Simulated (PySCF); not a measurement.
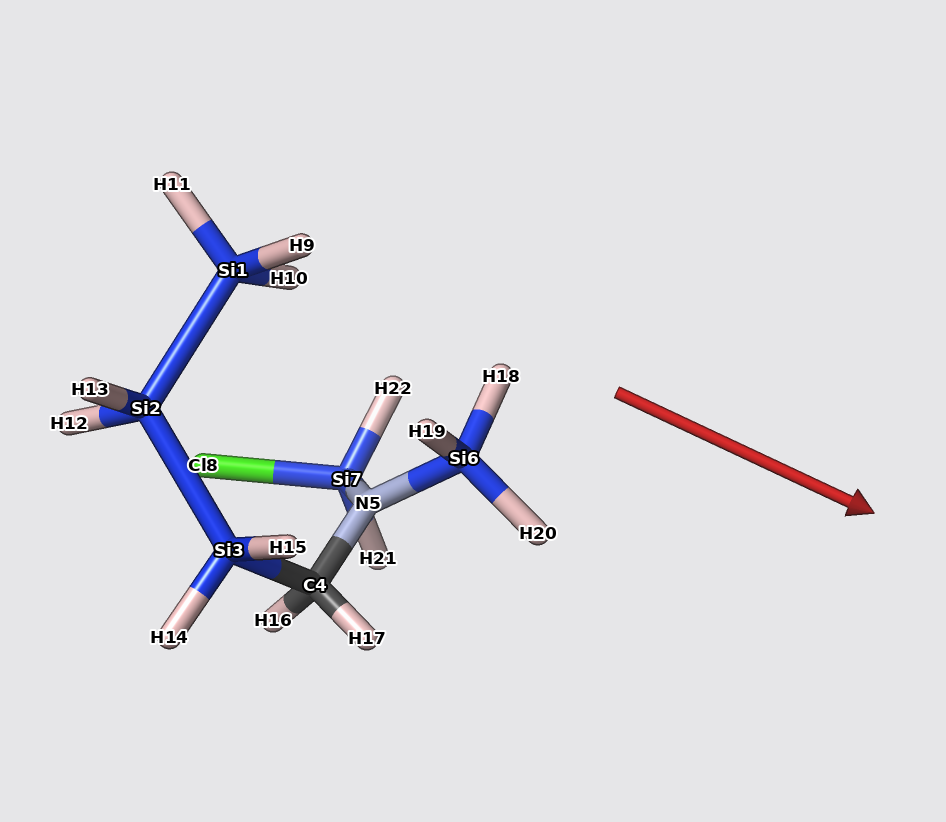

The arrow beside the molecule shows the direction of the dipole moment, from the negative to the positive end (its length means nothing). The computed structure is the end point of a GFN2-xTB optimisation. No frequency run is at hand to confirm it as a minimum. Level of theory: PBE0/pcSseg-1, gas phase (PySCF 2.14.0).

How large is the dipole moment?

1.67 D; it points from the side of H11, H12 to the side of H20 (the outermost atoms at the two ends).

The geometry is semi-empirical. Around Si such bond lengths and angles can be off by a tenth of an ångström or more and by several degrees, and values that hang on the shape move with them.
